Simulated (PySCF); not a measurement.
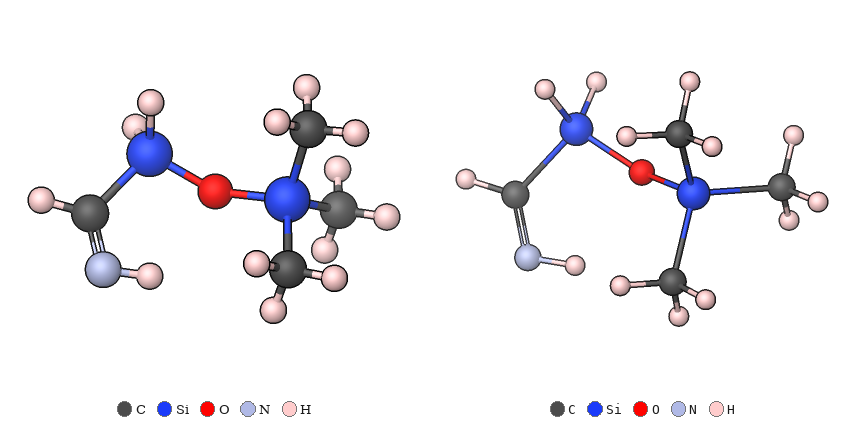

Both panels show the same species.

Computed geometry: PBE0-D3(BJ)/def2-SVP optimisation. No frequency run is at hand to confirm it as a minimum.

Description:

The molecule is C4H13NOSi2. As SMILES it reads `[H]/N=C\[SiH2]O[Si](C)(C)C`. It has no ring. Among its groups: imine, Si–H bond, Si–O bond. The point group is C1. Coordination: 3 C tetrahedral; 2 Si tetrahedral; 1 O bent; 1 C trigonal planar; 1 N bent.

More results for the same structure follow; atom numbers are the same in all pictures, views and colours differ.

Geometry

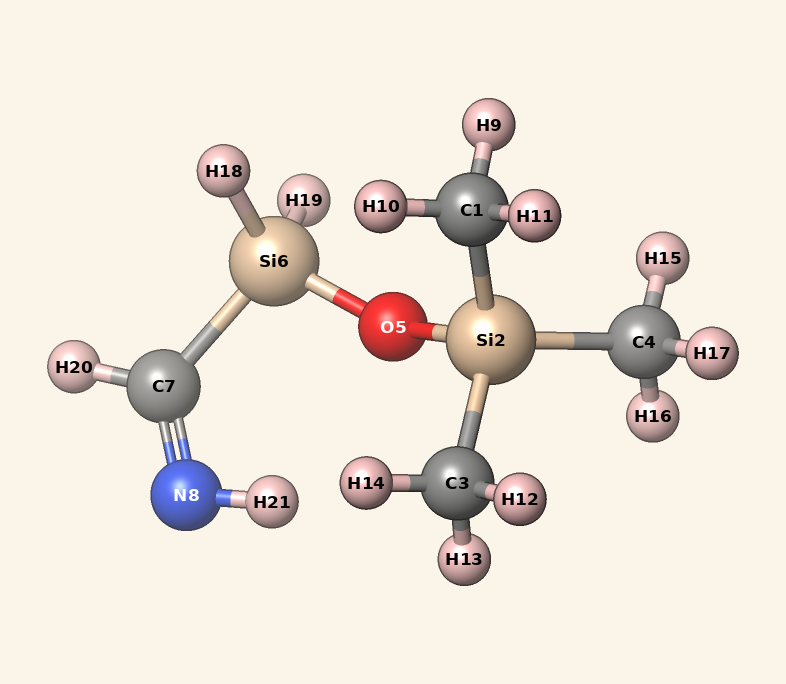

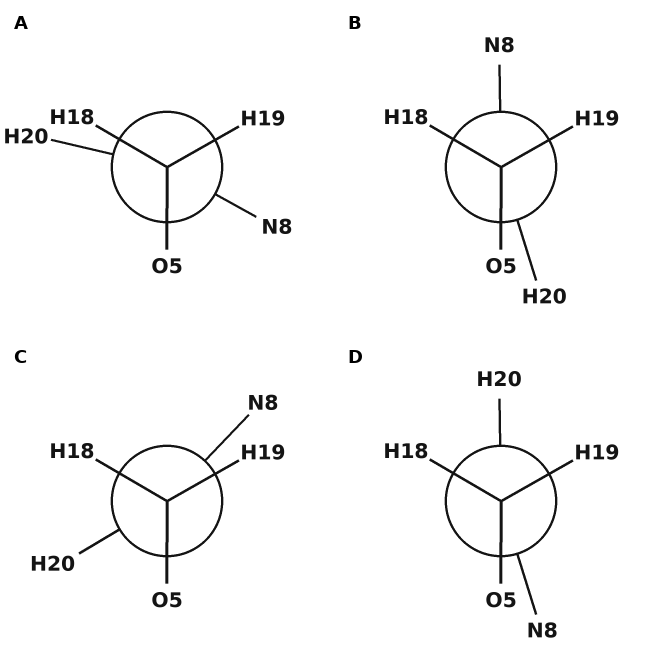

Depth is shown by fading: the farther an atom, the more it takes the colour of the background. Bonds that would overlap in a projection are set slightly apart. No frequency run is at hand to confirm it as a minimum.

> Which Newman projection shows the view along Si6–C7, with Si6 in front?

D. The torsion angle O5–Si6–C7–N8 is −1°, synperiplanar (eclipsed).

Charges

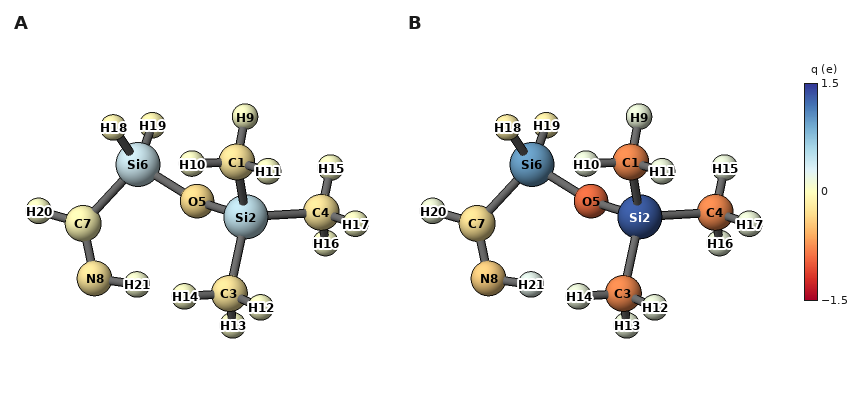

Atomic charges of one calculation by 2 schemes, on one colour scale. No frequency run is at hand to confirm it as a minimum. Method: PBE0/pcSseg-1 (PySCF 2.14.0).

> The schemes are Hirshfeld, IAO. Which panel shows which?

A Hirshfeld, B IAO.

List the charges (e), one line for each set of equivalent atoms.

```
atom  Hirshfeld    IAO
  C1      −0.22  −0.74
 Si2       0.46   1.30
  C3      −0.22  −0.74
  C4      −0.22  −0.74
  O5      −0.30  −0.87
 Si6       0.40   0.95
  C7      −0.05  −0.25
  N8      −0.22  −0.38
  H9       0.04   0.15
 H10       0.04   0.15
 H11       0.04   0.15
 H12       0.04   0.15
 H13       0.04   0.15
 H14       0.04   0.15
 H15       0.04   0.15
 H16       0.04   0.16
 H17       0.04   0.15
 H18      −0.08  −0.15
 H19      −0.08  −0.14
 H20       0.04   0.14
 H21       0.09   0.24
```

Electronic properties

No frequency run is at hand to confirm it as a minimum. Method: CAM-B3LYP/def2-SVPD, gas phase (PySCF 2.14.0). Excitations: vertical, linear response.

Predict the main results.

- dipole moment: 2.79 D
- HOMO energy (Kohn–Sham orbital): −8.56 eV
- LUMO energy (Kohn–Sham orbital): 0.36 eV
- HOMO–LUMO gap: 8.92 eV
- mean static polarisability: 108.2 bohr³
- lowest vertical singlet excitation: 4.41 eV
- its oscillator strength: 0.000
- brightest of the 10 lowest singlets: 8.09 eV
- its oscillator strength: 0.04

Quadrupole coupling

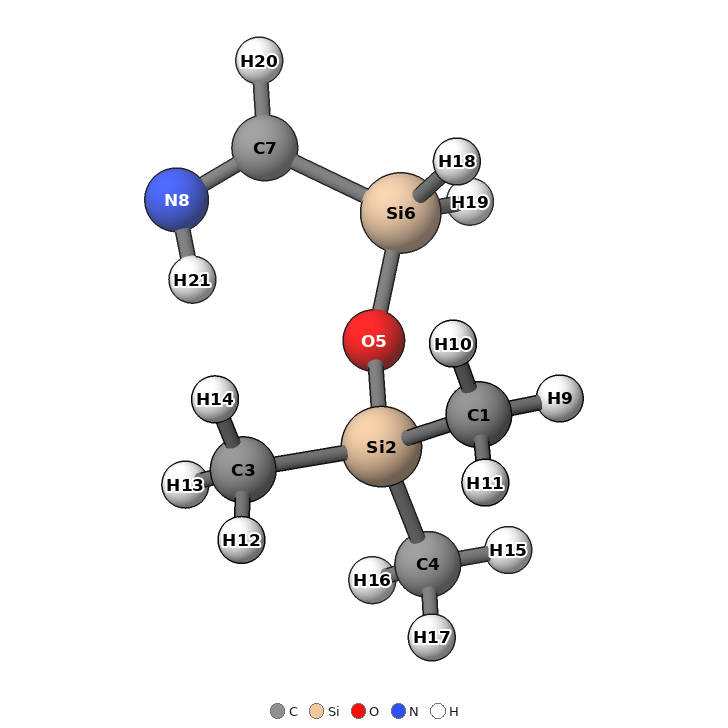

No frequency run is at hand to confirm it as a minimum. Electric field gradients from the ground-state density, PBE0/pcSseg-1 (PySCF 2.14.0), non-relativistic apart from any core potentials.

Give the largest field-gradient component, the quadrupole coupling constant and the asymmetry for 17O at O5 (Q = −25.6 mb), 14N at N8 (Q = 20.44 mb), 2H at H9 (Q = 2.86 mb), 2H at H10 (Q = 2.86 mb), 2H at H11 (Q = 2.86 mb), 2H at H12 (Q = 2.86 mb).

| atom | V_zz (a.u.) | e²qQ/h (MHz) | η |
| --- | --- | --- | --- |
| O5 | 1.106 | −6.65 | 0.15 |
| N8 | −1.044 | −5.01 | 0.66 |
| H9 | 0.298 | 0.200 | 0.02 |
| H10 | 0.298 | 0.200 | 0.02 |
| H11 | 0.298 | 0.200 | 0.01 |
| H12 | 0.298 | 0.200 | 0.01 |
